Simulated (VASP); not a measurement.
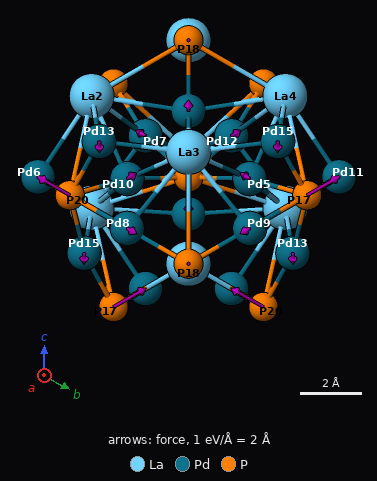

Starting geometry of solid LaPPd3 (a generated structure, set up in I-43m) with the computed forces as purple arrows. The picture is a ball-and-stick view of the atoms within 5.0 Å of the atom that moves most (axes of the cell of the calculation), seen along the a axis.

The run lets cell and atoms move.

Theory: VASP 6.6.1, Kohn-Sham DFT of a periodic cell, PBE with D3(BJ), VASP PAW PBE potentials, recommended.

Input
```
ALGO = Normal ; EDIFF = 1E-6
EDIFFG = -0.01 ; ENCUT = 600
GGA = PE ; IBRION = 2
ISIF = 3 ; ISMEAR = 0
IVDW = 12 ; KPAR = 4
LASPH = T ; LCHARG = F
LREAL = F ; LWAVE = F
NELM = 80 ; NSW = 90
PREC = Accurate ; SIGMA = 0.03
```

Launched with:
```bash
cat potpaw_PBE.64/La/POTCAR potpaw_PBE.64/Pd/POTCAR potpaw_PBE.64/P/POTCAR > POTCAR
mpirun -np 4 vasp_std > vasp.out
```

Q: Is this structure relaxed? If not, where do the atoms go?

A: It isn't relaxed: the largest force vector, on P atoms, is 0.68 eV/Å. The final displacements follow the starting forces only in part (cosine between the two patterns 0.76). Over 12 geometry steps the energy falls by 6.9 meV per atom. Largest force component: 0.39 eV/Å at the start, 0.0051 eV/Å at the end. Pressure: −0.95 GPa at the start and 0.01 GPa at the end. The largest moves relative to the cell, 0.092 Å, are those of P atoms. By element the largest moves are P 0.092 Å, Pd 0.019 Å. La stays in place. The volume changes by −1.4 %, with a = b = c 7.822 → 7.784 Å (−0.5 %). Some distances before and after: La–P 3.027 → 2.920 Å, P–Pd 2.389 → 2.437 Å, La–Pd 2.976 → 2.944 Å, La–P 3.711 → 3.684 Å. Bond angles that change, for instance: La–Pd–P 105.8° → 108.2°. The space group stays I-43m (No. 217).
